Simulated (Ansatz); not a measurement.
```cif
data_structure
_symmetry_space_group_name_H-M 'P 1'
_symmetry_Int_Tables_number 1
_cell_length_a 6.4274
_cell_length_b 6.4274
_cell_length_c 12.8549
_cell_angle_alpha 30.838
_cell_angle_beta 30.838
_cell_angle_gamma 30.838
_cell_volume 123.77
loop_
_atom_site_label
_atom_site_type_symbol
_atom_site_fract_x
_atom_site_fract_y
_atom_site_fract_z
_atom_site_occupancy
Pd1 Pd 0.00000 0.00000 0.00000 1
Yb1 Yb 0.50000 0.50000 0.25000 1
O1 O 0.10974 0.10974 0.05487 1
O2 O 0.89026 0.89026 0.44513 1
Pd2 Pd 0.00000 0.00000 0.50000 1
Yb2 Yb 0.50000 0.50000 0.75000 1
O3 O 0.10974 0.10974 0.55487 1
O4 O 0.89026 0.89026 0.94513 1
```

Space group R-3m; started from the delafossite prototype, which need not be the ambient phase; Hubbard U of 6 eV on Yb f only; the program warned that a starting moment wasn't kept; spin-polarised.

All numbers below come from Ansatz 0.2.0, DFT PBE+U, scalar-relativistic, plane waves, PAW.

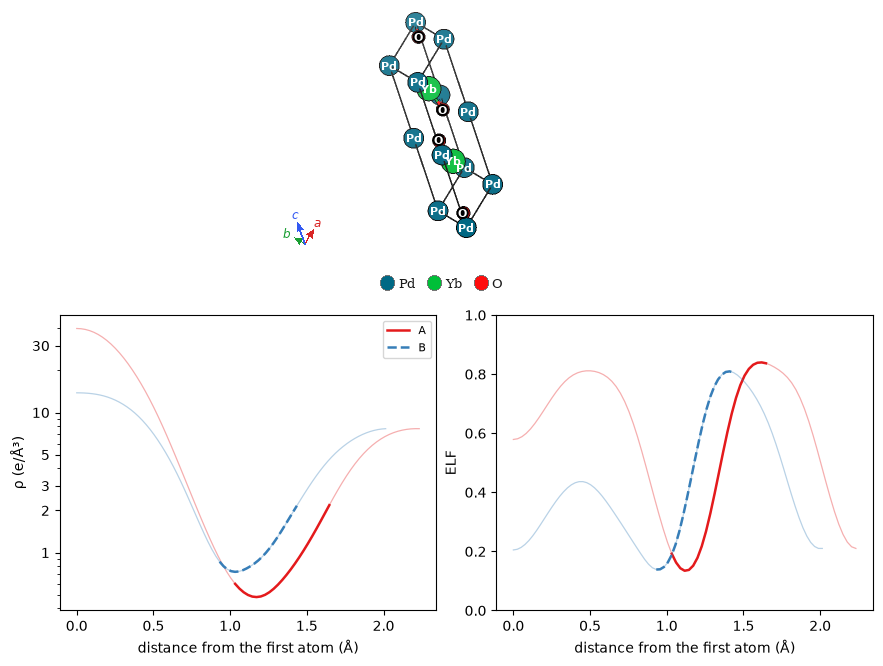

YbPdO₂. Valence electron density and electron localisation function along straight lines between neighbouring atoms. Thin, pale parts lie inside the atomic spheres. The structure is drawn too.

In a PAW calculation such maps are meaningful between the atoms, not at the nuclei.

Question: Which curve belongs to which contact (Pd–O and Yb–O)? The first atom named is at distance zero.

Answer: Curve A: Yb–O (2.23 Å): ρ is about 0.5 e/Å³ halfway; the ELF peaks at about 0.85 in the valence shell of O, 0.6 Å from its nucleus, and drops to about 0.15 between the two atoms (no shared electron pair shows on this line). Curve B: Pd–O (2.01 Å): the density is about 0.74 e/Å³ at the midpoint; the ELF peaks at about 0.80 in the valence shell of O, 0.6 Å from its nucleus, and is about 0.15 at the midpoint: no localised pair shows between them.
